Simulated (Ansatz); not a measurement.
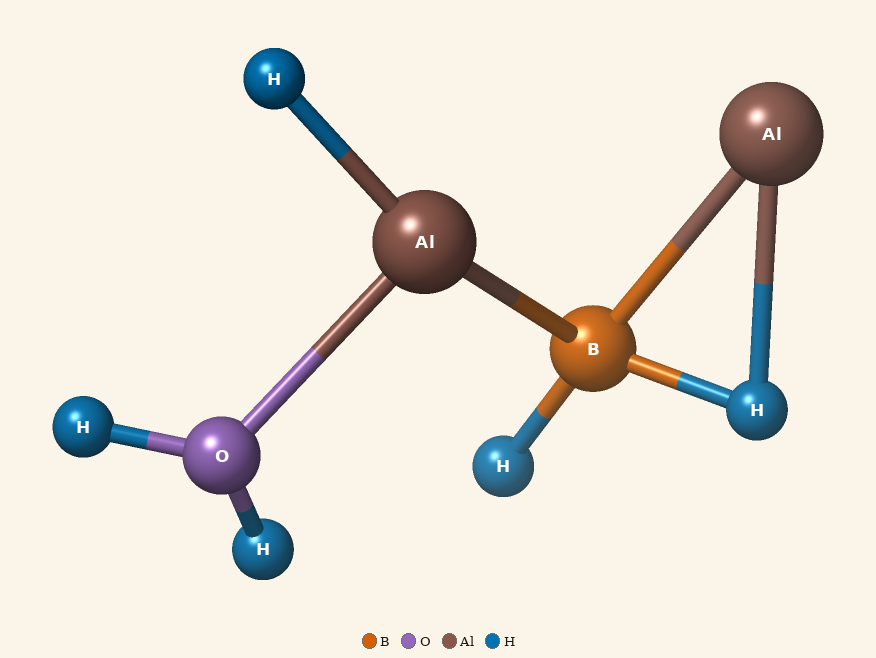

The picture shows a molecular structure as a ball-and-stick model.

Question: Count the atoms of each element.

Answer: Al2BH5O, 9 atoms: 2 aluminium, 1 boron, 5 hydrogen and 1 oxygen.

Question: How many sets of symmetry-equivalent atoms are there?

Answer: 9: 1 B, 1 O, 1 Al, 1 Al, 1 H, 1 H, 1 H, 1 H, 1 H.

Question: Which point group does it belong to?

Answer: C1.

The parts below concern this one geometry. Atoms keep their numbers from picture to picture. The geometry was computed by an optimisation with PBE0-D4/def2-TZVP. No frequency run is at hand to confirm it as a minimum.

Dipole moment

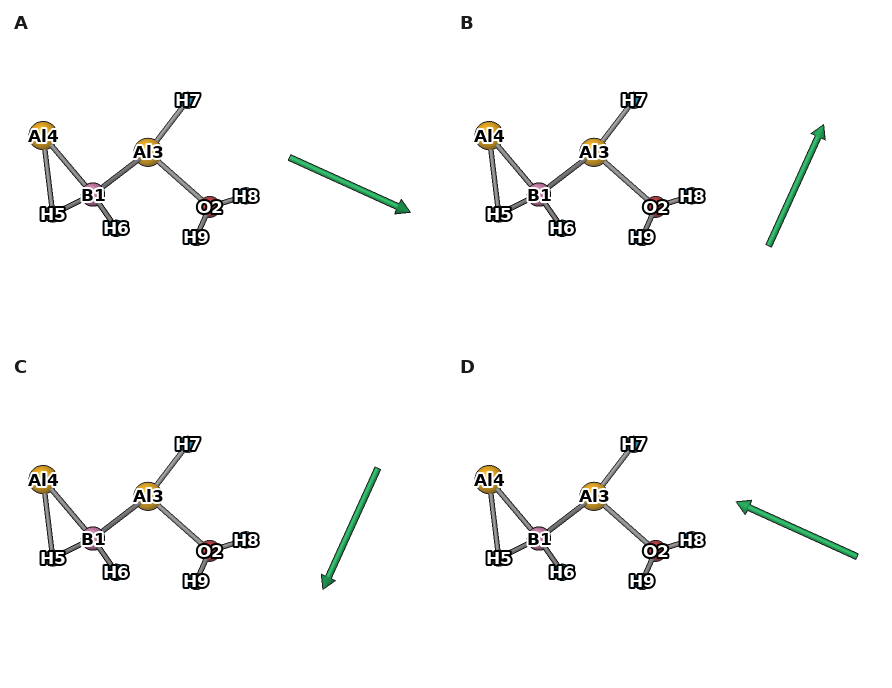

The same molecule four times, each with an arrow. No frequency run is at hand to confirm it as a minimum. Level of theory: RKS PBE0-D4/def2-TZVP (Ansatz 0.2.0).

Question: Which arrow points along the dipole moment, from the negative to the positive end?

Answer: A. The dipole moment is 5.67 D; it points from the side of Al4 to the side of H8 (the outermost atoms at the two ends).

Electronic properties

No frequency run is at hand to confirm it as a minimum. Level of theory: RKS PBE0-D4/def2-TZVPP (Ansatz 0.2.0).

Computed properties:

- HOMO energy (Kohn–Sham orbital): −5.04 eV
- LUMO energy (Kohn–Sham orbital): −1.68 eV
- HOMO–LUMO gap: 3.36 eV
- dispersion correction: −14.1 kJ/mol

Charges

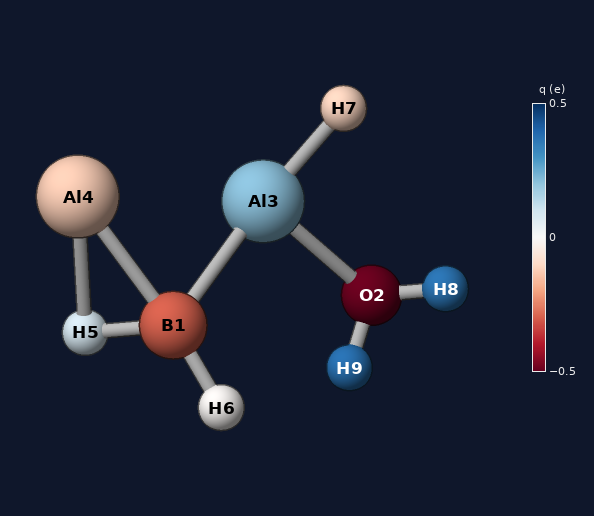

Atoms are coloured by their Mulliken charges. No frequency run is at hand to confirm it as a minimum. Properties computed with RKS PBE0-D4/def2-TZVP (Ansatz 0.2.0).

Question: Which atom carries the highest charge (most positive or least negative)?

Answer: H8, H9 (0.37 e).

Question: And the lowest?

Answer: O2 (−0.49 e).

List the Mulliken charges.

| atom | value (e) |
| --- | --- |
| B1 | −0.29 |
| O2 | −0.49 |
| Al3 | 0.20 |
| Al4 | −0.12 |
| H5 | 0.09 |
| H6 | −0.01 |
| H7 | −0.11 |
| H8 | 0.37 |
| H9 | 0.37 |

Mulliken values depend strongly on the basis set and can even reverse the polarity of a bond.
